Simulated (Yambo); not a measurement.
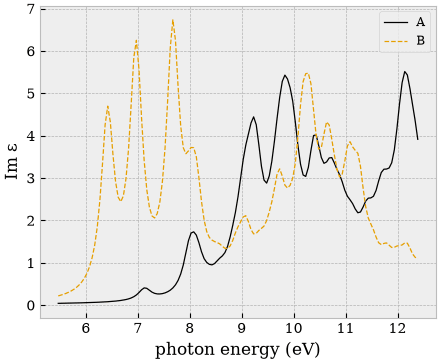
Fig. 1. Two computed absorption spectra of KBr (rock salt, space group Fm-3m, No. 225) (Yambo, LDA bands with the same scissor, field along x)

Q: Which curve includes the electron-hole attraction (BSE)?

A: Curve B: the attraction moves weight to lower energy (centre of the plotted range 9.0 eV against 10.3 eV). Settings: 6×6×6 mesh, 3 valence and 7 conduction bands, static screening with 32 bands and a 4 Ry block, scissor 2.81 eV, Tamm-Dancoff. The scissor comes from a G0W0 run whose convergence isn't established. Broadening 0.15 eV. The band window holds all transitions up to 14.7 eV. On this mesh the peak heights and the fine structure are mesh artefacts; only the shift of weight is robust.

Spin-orbit coupling is not included.

Geometry relaxed with LDA; primitive cell a = 4.505 Å, b = 4.505 Å, c = 4.505 Å, α = 60.00°, β = 60.00°, γ = 60.00°.
